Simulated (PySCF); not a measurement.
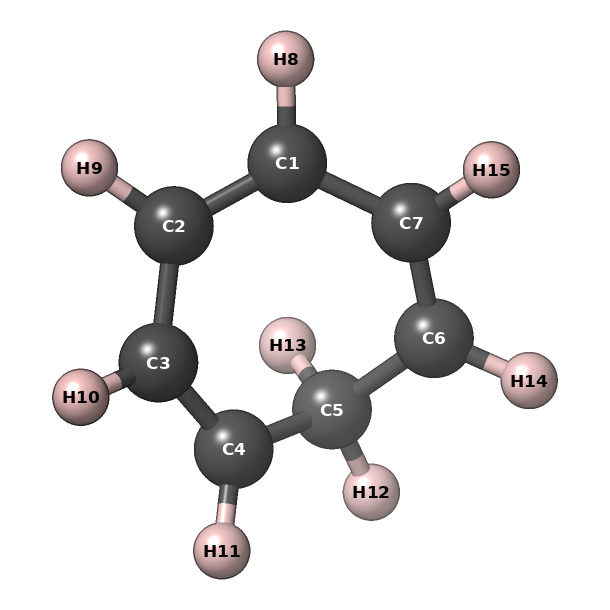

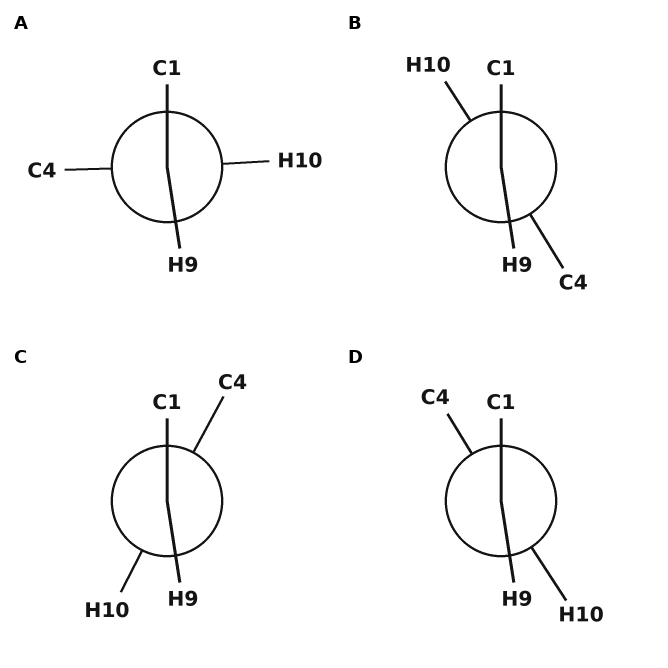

Atoms fade into the background with distance from the viewer. Bonds that would overlap in a projection are set slightly apart. The computed structure is the end point of a PBE0-D3(BJ)/def2-SVP optimisation. No frequency run is at hand to confirm it as a minimum.

Q: Which Newman projection shows the view along C2–C3, with C2 in front?

A: D. The torsion angle C1–C2–C3–C4 is −32°, synclinal (gauche).
